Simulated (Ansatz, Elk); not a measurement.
# Bonding as seen by X-rays: CsAl3P

The structure of CsAl3P used here is made up (a known structure type with other elements) and was relaxed beforehand with PBEsol. The aim is the Fourier transform of its all-electron density, F(hkl), set beside the sum over free spherical atoms that refinements use.

Calculated with Elk 11.2.3 (patched build); DFT, PBE, all-electron APW+lo, Dirac cores, scalar-relativistic bands, static density, no spin.

The structure was built from a prototype and need not be the compound's stable phase.

### 1. Starting point

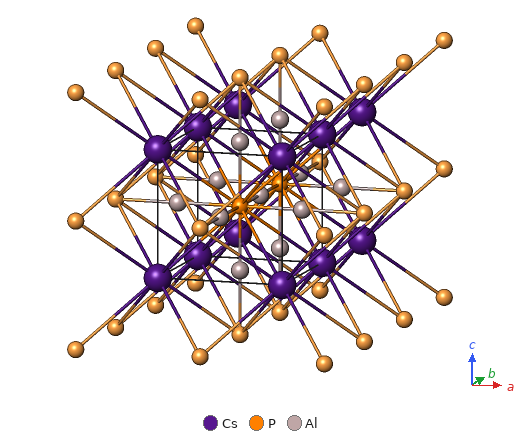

Start, viewed slightly off an axis; caesium purple, phosphorus orange, aluminium light grey. 1×2×1 cells are drawn. Some periodic images of atoms are drawn too.

### 2. Ground state and structure factors

An all-electron density is needed, since X-rays see the cores too. Task 0 finds the density and task 195 Fourier-transforms it; tshift is off so that phases refer to the origin typed.

File elk.in:

```
tasks
  0
  195

xctype
  20

spinpol
  .false.

rgkmax
  7.0

gmaxvr
  14.0

lmaxo
  7

lmaxapw
  8

swidth
  0.002

tshift
  .false.

ramdisk
  .false.

hmaxvr
  5.5

maxscl
  120

epspot
  1e-06

sppath
  './'

avec
  9.55877426663 0.00000000000 0.00000000000
  0.00000000000 9.55877426663 0.00000000000
  0.00000000000 0.00000000000 9.55877426663

atoms
  3
  'Cs.in'
  1
  0.0000000000 0.0000000000 -0.0000000000   0.000000 0.000000 0.000000
  'P.in'
  1
  0.5000000000 0.5000000000 0.5000000000   0.000000 0.000000 0.000000
  'Al.in'
  3
  0.5000000000 0.5000000000 0.0000000000   0.000000 0.000000 0.000000
  0.5000000000 0.0000000000 0.5000000000   0.000000 0.000000 0.000000
  -0.0000000000 0.5000000000 0.5000000000   0.000000 0.000000 0.000000

ngridk
  5 5 5
```

On the command line:

```console
$ OMP_NUM_THREADS=4 elk
```

Numbers of over 12 decimals in the logs are rounded to 6 here.

The program printed:

```text
┌─────────────────────────┐
│ Elk code version 11.2.3 │
└─────────────────────────┘

All units are atomic (Hartree, Bohr, etc.)

┌─────────────────────────────────────────────────┐
│ Ground-state run starting from atomic densities │
└─────────────────────────────────────────────────┘

Lattice vectors :
   9.558774267       0.000000000       0.000000000
   0.000000000       9.558774267       0.000000000
   0.000000000       0.000000000       9.558774267

Reciprocal lattice vectors :
  0.6573212351       0.000000000       0.000000000
   0.000000000      0.6573212351       0.000000000
   0.000000000       0.000000000      0.6573212351

Unit cell volume      :    873.3867865
Brillouin zone volume :   0.2840095789

Muffin-tin inner radius fraction :   0.1000000000E-01

Nuclei treated as point charges

Species : 1 (Cs)
 parameters loaded from : Cs.in
 name : caesium
 nuclear charge    :   -55.00000000
 electronic charge :    55.00000000
 atomic mass :    242271.8146
 muffin-tin radius :    2.800000000
 number of radial points in muffin-tin :   1393
 inner part over the whole radius :   0.9975634425E-02
 number on inner part of muffin-tin    :    996
 approximate nuclear radius :   0.9115647269E-04
 number of mesh points to nuclear radius :    503
 atomic positions (lattice), magnetic fields (Cartesian) :
  1 :   0.00000000  0.00000000  0.00000000    0.00000000  0.00000000  0.00000000

Species : 2 (P)
 parameters loaded from : P.in
 name : phosphorus
 nuclear charge    :   -15.00000000
 electronic charge :    15.00000000
 atomic mass :    56461.71230
 muffin-tin radius :    2.200000000
 number of radial points in muffin-tin :    793
 inner part over the whole radius :   0.9987340520E-02
 number on inner part of muffin-tin    :    554
 approximate nuclear radius :   0.6081821256E-04
 number of mesh points to nuclear radius :    248
 atomic positions (lattice), magnetic fields (Cartesian) :
  1 :   0.50000000  0.50000000  0.50000000    0.00000000  0.00000000  0.00000000

Species : 3 (Al)
 parameters loaded from : Al.in
 name : aluminium
 nuclear charge    :   -13.00000000
 electronic charge :    13.00000000
 atomic mass :    49184.33496
 muffin-tin radius :    2.200000000
 number of radial points in muffin-tin :    793
 inner part over the whole radius :   0.9821194981E-02
 number on inner part of muffin-tin    :    552
 approximate nuclear radius :   0.5839653600E-04
 number of mesh points to nuclear radius :    244
 atomic positions (lattice), magnetic fields (Cartesian) :
  1 :   0.50000000  0.50000000  0.00000000    0.00000000  0.00000000  0.00000000
  2 :   0.50000000  0.00000000  0.50000000    0.00000000  0.00000000  0.00000000
  3 :   0.00000000  0.50000000  0.50000000    0.00000000  0.00000000  0.00000000

Total number of atoms per unit cell :    5
Total muffin-tin volume :    270.3612750
 ratio of muffin-tin to unit cell volume :   0.3095550324

Spin treatment :
 spin-unpolarised

Number of Bravais lattice symmetries :   48
Number of crystal symmetries         :   48
Crystal has inversion symmetry
Real symmetric eigensolver will be used

k-point grid :      5     5     5
k-point offset :    0.000000000       0.000000000       0.000000000
k-point set is reduced with full crystal symmetry group
Total number of k-points :       10

Muffin-tin radius times maximum |G+k| :    7.000000000
 using average radius
Maximum |G+k| for APW functions       :    3.017241379
Maximum (1/2)|G+k|²                   :    4.551872771
Maximum |G| for potential and density :    14.00000000
Constant for pseudocharge density :   10
 order of it for each species :   17  17  17
 order of it for pair densities of each species (exact exchange by exxq0 0: 18) :   14   8   8
Radial integration step length :    1

G-vector grid sizes :     45    45    45
Number of G-vectors :    40483

Maximum angular momentum used for
 APW functions            :    8
 outer part of muffin-tin :    7
 inner part of muffin-tin :    2

Total nuclear charge    :   -109.0000000
[...]
electron entropic           :    -0.14175674980003E-02
 total energy                :     -8862.8831951287

Density of states at Fermi energy :    109.0057284
 (states/Hartree/unit cell)

Estimated indirect band gap :   0.1953754710E-02
 from k-point 7 to k-point 6
Estimated direct band gap   :   0.2103157613E-02
 at k-point 7

Charges :
 core                        :    58.00000000
 valence                     :    51.00000000
 interstitial                :    9.200527589
 muffin-tins (core leakage)
  species : 1 (Cs)
   atom 1                    :    52.98473446     (  0.1227732365E-04)
  species : 2 (P)
[...]
species : 3 (Al)
[...]
total in muffin-tins        :    99.79947241
 total calculated charge     :    108.9979646
 total charge                :    109.0000000
 error                       :   0.2035355981E-02

RMS change in Kohn-Sham potential (target) :   0.4920123861     (  0.1000000000E-05)
Absolute change in total energy (target)   :    1.159886290     (  0.1000000000E-03)

[... loops 3 to 14 left out ...]

┌──────────────────┐
│ Loop number : 15 │
└──────────────────┘

Energies :
 Fermi                       :     0.203377
 sum of occupied eigenvalues :     -5360.0811898155
 electron kinetic            :      9368.6694756001
 core electron kinetic       :      8934.4158149331
 Coulomb                     :     -17957.706465391
 Coulomb potential           :     -14375.122478038
 nuclear-nuclear             :     -794.28886789032
 electron-nuclear            :     -19962.458931693
 Hartree                     :      2799.0413341926
 Madelung                    :     -10770.145226372
 xc potential                :     -353.62818737800
 exchange                    :     -266.62238515224
 correlation                 :     -5.088001
 electron entropic           :    -0.15646605286115E-02
 total energy                :     -8860.7489402404

Density of states at Fermi energy :    127.2747975
 (states/Hartree/unit cell)

Estimated indirect band gap :   0.2001888004E-02
 from k-point 3 to k-point 7
Estimated direct band gap   :   0.5362690700E-02
 at k-point 6

Charges :
 core                        :    58.00000000
 valence                     :    51.00000000
 interstitial                :    9.218248131
 muffin-tins (core leakage)
  species : 1 (Cs)
[...]
species : 2 (P)
[...]
species : 3 (Al)
[...]
total in muffin-tins        :    99.78175187
 total calculated charge     :    108.9980333
 total charge                :    109.0000000
 error                       :   0.1966669148E-02

RMS change in Kohn-Sham potential (target) :   0.3018583287E-07 (  0.1000000000E-05)
Absolute change in total energy (target)   :   0.3486092101E-04 (  0.1000000000E-03)

Convergence targets achieved

┌──────────────────┐
│ Loop number : 16 │
└──────────────────┘

Energies :
 Fermi                       :     0.203377
 sum of occupied eigenvalues :     -5360.0811884600
 electron kinetic            :      9368.6694755485
 core electron kinetic       :      8934.4158150965
 Coulomb                     :     -17957.706465319
 Coulomb potential           :     -14375.122477904
 nuclear-nuclear             :     -794.28886789032
 electron-nuclear            :     -19962.458931484
 Hartree                     :      2799.0413340554
 Madelung                    :     -10770.145226366
 xc potential                :     -353.62818610429
 exchange                    :     -266.62238515808
 correlation                 :     -5.088001
 electron entropic           :    -0.15646606064541E-02
 total energy                :     -8860.7489402259

Density of states at Fermi energy :    127.2748052
 (states/Hartree/unit cell)

Estimated indirect band gap :   0.2001887420E-02
 from k-point 3 to k-point 7
Estimated direct band gap   :   0.5362690565E-02
 at k-point 6

Charges :
 core                        :    58.00000000
 valence                     :    51.00000000
 interstitial                :    9.218248105
 muffin-tins (core leakage)
  species : 1 (Cs)
[...]
species : 2 (P)
[...]
species : 3 (Al)
   atom 1                    :    11.12123643     (  0.4622205151E-03)
   atom 2                    :    11.12123643     (  0.4622205151E-03)
   atom 3                    :    11.12123643     (  0.4622205151E-03)
 total in muffin-tins        :    99.78175189
 total calculated charge     :    108.9980333
 total charge                :    109.0000000
 error                       :   0.1966669165E-02

┌──────────────────────────────┐
│ Self-consistent loop stopped │
└──────────────────────────────┘

Warning : core states of species 2 leak from the muffin-tin :   0.3075934926E-03

Warning : core states of species 3 leak from the muffin-tin :   0.4622205151E-03

Wrote STATE.OUT
```

It took 43 s on 4 threads of Intel Xeon Platinum 8375C at 2.90GHz (Ice Lake), shared host; peak memory 0.23 GiB; 76 s of CPU time.

SFACRHO.OUT:

```text

h k l indices transformed by vhmat matrix:
   1.000000000       0.000000000       0.000000000    
   0.000000000       1.000000000       0.000000000    
   0.000000000       0.000000000       1.000000000    

      h      k      l  multipl.   |H|            Re(F)            Im(F)           |F|

      0      0      0      1   0.0000000       109.00000      0.32363653E-15   109.00000    
      0      0      1      6  0.65732124       26.132467      0.34238115E-14   26.132467    
      0     -1      1     12  0.92959261       49.725499      0.15989761E-14   49.725499    
     -1     -1     -1      8   1.1385138       63.557700      0.28405462E-14   63.557700    
      0      0     -2      6   1.3146425       81.952203      0.68355239E-14   81.952203    
     -1     -2      0     24   1.4698150       23.927626     -0.56728629E-14   23.927626    
     -2      1      1     24   1.6101016       42.050536     -0.33721605E-14   42.050536    
     -2      2      0     12   1.8591852       72.052614     -0.29129381E-14   72.052614    
     -2      1     -2     24   1.9719637       21.677997     -0.11155544E-14   21.677997    
     -3      0      0      6   1.9719637       21.461991     -0.91609763E-14   21.461991    
      0      3     -1     24   2.0786323       38.010717     -0.21559945E-14   38.010717    
      3     -1      1     24   2.1800879       50.910344     -0.18536765E-14   50.910344    
      2      2      2      8   2.2770276       65.993142     -0.16883855E-13   65.993142    
      0      3     -2     24   2.3700054       19.975080      0.63781192E-14   19.975080    
     -3      1      2     48   2.4594709       35.253083      0.48104375E-14   35.253083    
      4      0      0      6   2.6292849       61.498026     -0.10395348E-13   61.498026    
     -1      0      4     24   2.7102049       18.754489      0.13274602E-14   18.754489    
      2     -3     -2     24   2.7102049       18.817406     -0.88456184E-14   18.817406
```

Elk indexes on the primitive cell of elk.in and gives |H| = 4π sin θ/λ in inverse bohr. Below, one row stands for each form hkl of the conventional cell (m members, Friedel mates merged), F is for one primitive cell and the density is static (no thermal factor). Free-atom factors are Waasmaier and Kirfel's, and R is Σm||F|−|F'||/Σm|F|.

```
hkl   m  sin θ/λ (Å⁻¹)  abs F, DFT  neutral atoms   diff.
100   6          0.099      26.133         26.237  -0.104
110  12          0.140      49.725         49.640  +0.085
111   8          0.171      63.558         63.743  -0.185
200   6          0.198      81.952         82.012  -0.060
210  24          0.221      23.928         23.786  +0.142
211  24          0.242      42.050         42.090  -0.039
220  12          0.280      72.053         72.188  -0.136
221  24          0.296      21.678         21.525  +0.153
300   6          0.296      21.462         21.525  -0.063
310  24          0.313      38.011         37.963  +0.047
311  24          0.328      50.910         50.909  +0.001
222   8          0.342      65.993         66.104  -0.111
320  24          0.356      19.975         19.945  +0.030
321  48          0.370      35.253         35.283  -0.030
400   6          0.395      61.498         61.491  +0.007
410  24          0.408      18.755         18.777  -0.023
322  24          0.408      18.817         18.777  +0.040
330  12          0.419      33.261         33.275  -0.014
```

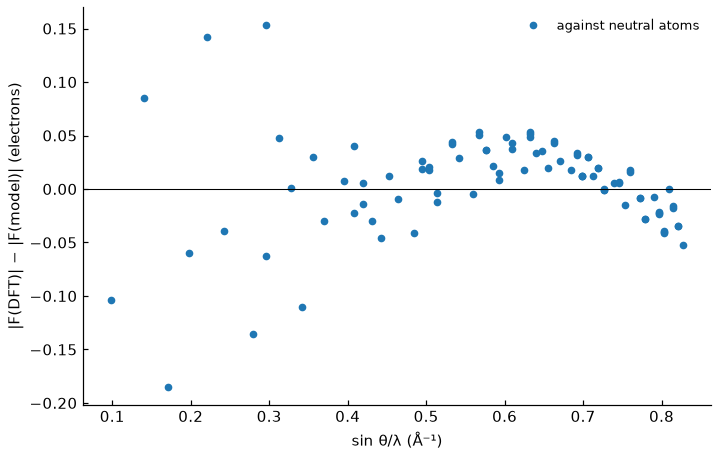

Difference between the calculated structure factors and the independent-atom ones.

### 3. The highest occupied states alone

An energy window below the Fermi level keeps the highest occupied states, to see at which angles they scatter; shallow core shells can lie inside it and anion s states outside. No new self-consistency is needed.

elk.in: that of step 2 with these lines changed.

```diff
@@ -1,3 +1,2 @@
 tasks
-  0
   195
@@ -40,2 +39,5 @@
 
+wsfac
+  -0.237620 0.503380
+
 sppath
```

On the command line:

```console
$ OMP_NUM_THREADS=4 elk
```

The program printed:

```text
┌─────────────────────────────────┐
│ Elk code version 11.2.3 started │
└─────────────────────────────────┘

Info(readinput): the functional depends on the density's gradient
 muffin-tin radial points multiplied by    2.00000
 (not where nrmtscf is given)

┌────────────────────┐
│ Current task : 195 │
└────────────────────┘

Info(sfacrho): density structure factors written to SFACRHO.OUT

 Energy window :  -0.2376200000      0.5033800000

┌──────────────────┐
│ Elk code stopped │
└──────────────────┘
```

The job ended after 18 s (4 threads; peak memory 0.16 GiB).

States within 12 eV below the Fermi level hold 20.47 electrons; any levels below the window count with the cores, and a count that is not whole means the window cuts a band. Their amplitudes can exceed the total, where window and core parts have opposite phase:

```
hkl  sin θ/λ (Å⁻¹)  abs F, window  abs F, all
100          0.099          0.491      26.133
110          0.140          4.177      49.725
111          0.171          1.544      63.558
200          0.198          2.707      81.952
210          0.221          0.211      23.928
211          0.242          0.790      42.050
220          0.280          0.170      72.053
221          0.296          0.039      21.678
300          0.296          0.159      21.462
310          0.313          0.101      38.011
```

### 4. Another functional

The difference from free atoms is small, so it is set against the change that PBEsol makes.

elk.in: that of step 3 with these lines changed.

```diff
@@ -1,2 +1,3 @@
 tasks
+  0
   195
@@ -4,3 +5,3 @@
 xctype
-  20
+  22
 
@@ -39,5 +40,2 @@
 
-wsfac
-  -0.237620 0.503380
-
 sppath
```

On the command line:

```console
$ OMP_NUM_THREADS=4 elk
```

The program printed:

```text
┌─────────────────────────┐
│ Elk code version 11.2.3 │
└─────────────────────────┘

All units are atomic (Hartree, Bohr, etc.)

┌─────────────────────────────────────────────────┐
│ Ground-state run starting from atomic densities │
└─────────────────────────────────────────────────┘

Lattice vectors :
   9.558774267       0.000000000       0.000000000
   0.000000000       9.558774267       0.000000000
   0.000000000       0.000000000       9.558774267

Reciprocal lattice vectors :
  0.6573212351       0.000000000       0.000000000
[...]
species : 3 (Al)
[...]
atom 2                    :    11.11679318     (  0.4710437610E-03)
   atom 3                    :    11.11679318     (  0.4710437610E-03)
 total in muffin-tins        :    99.75302560
 total calculated charge     :    108.9980046
 total charge                :    109.0000000
 error                       :   0.1995409258E-02

┌──────────────────────────────┐
│ Self-consistent loop stopped │
└──────────────────────────────┘

Warning : core states of species 2 leak from the muffin-tin :   0.3109263332E-03

Warning : core states of species 3 leak from the muffin-tin :   0.4710437610E-03

Wrote STATE.OUT
[key lines of the parts left out:]
total energy                :     -8855.6269148810
```

The job ended after 42 s (4 threads; peak memory 0.23 GiB; 71 s of CPU time).

Against the first run R = 0.03 %; the largest change is -0.029 at 200.

### 5. Basis size

The basis and the expansions that go with it are enlarged, to see whether the differences are converged.

elk.in: that of step 4 with these lines changed.

```diff
@@ -5,3 +5,3 @@
 xctype
-  22
+  20
 
@@ -11,12 +11,12 @@
 rgkmax
-  7.0
+  8.5
 
 gmaxvr
-  14.0
+  18.0
 
 lmaxo
-  7
+  9
 
 lmaxapw
-  8
+  10
```

On the command line:

```console
$ OMP_NUM_THREADS=4 elk
```

The program printed:

```text
┌─────────────────────────┐
│ Elk code version 11.2.3 │
└─────────────────────────┘

All units are atomic (Hartree, Bohr, etc.)

┌─────────────────────────────────────────────────┐
│ Ground-state run starting from atomic densities │
└─────────────────────────────────────────────────┘

Lattice vectors :
   9.558774267       0.000000000       0.000000000
   0.000000000       9.558774267       0.000000000
   0.000000000       0.000000000       9.558774267

Reciprocal lattice vectors :
  0.6573212351       0.000000000       0.000000000
[...]
species : 3 (Al)
[...]
atom 2                    :    11.12184120     (  0.4621142390E-03)
   atom 3                    :    11.12184120     (  0.4621142390E-03)
 total in muffin-tins        :    99.78613063
 total calculated charge     :    108.9983145
 total charge                :    109.0000000
 error                       :   0.1685508830E-02

┌──────────────────────────────┐
│ Self-consistent loop stopped │
└──────────────────────────────┘

Warning : core states of species 2 leak from the muffin-tin :   0.3076985479E-03

Warning : core states of species 3 leak from the muffin-tin :   0.4621142390E-03

Wrote STATE.OUT
[key lines of the parts left out:]
total energy                :     -8860.7514534907
```

It took 85 s on 4 threads; peak memory 0.45 GiB; 2.7 min of CPU time.

Against the first run R = 0.00 %; the largest change is -0.003 at 422.

### 6. Settings against the effect

```
                              run  R against the first run (%)  R against neutral atoms, low angle (%)  wall time
                    PBE, rgkmax 7                         0.00                                    0.28       43 s
                           PBEsol                         0.03                                    0.29       42 s
rgkmax 8.5 with larger expansions                         0.00                                    0.28       85 s
```

### 7. What came out

```
R against neutral atoms, sin θ/λ < 0.3 Å⁻¹ : 0.28 %
R against neutral atoms, 0.3 to 0.83 Å⁻¹   : 0.10 %
```

What this shows: Independent neutral atoms miss the calculated amplitudes by R = 0.28 % below 0.3 Å⁻¹ and 0.10 % from there to 0.83 Å⁻¹; by shells, 0.22 % below 0.15 Å⁻¹ (2 forms), 0.29 % 0.15 to 0.3 (7 forms), 0.08 % 0.3 to 0.45 (12 forms), 0.11 % above 0.45 (70 forms). Bonding, aspherical density and the tables' own atoms all enter these figures, and the runs don't part them. The largest change of an amplitude is -0.18 electrons, at 111. The window's part falls from 20.5 electrons at the origin to at most 0.42 between 0.45 and 0.83 Å⁻¹. The window holds more than the 15 outer electrons of the free atoms, so shallow core shells lie inside it. Below 0.3 Å⁻¹ the changes that finished (PBEsol and rgkmax 8.5 with larger expansions) move F by R = 0.02 % at most, against the 0.28 % that separates it from free atoms. The k-mesh has no finished test. Part of the difference isn't bonding: the tables are fits to free atoms and ions calculated by other methods than this functional. Thermal motion, anomalous dispersion and extinction are left out.

[Logs are printed without paths, hosts, clocks, repeated set-up lines and the standing remarks that a program may print on its own settings, such as how far it seeks lower states.]

[Hosts, paths, dates, database ids (printed as entryN), source tags and the programs' standing remarks are cut or masked in the printed files.]
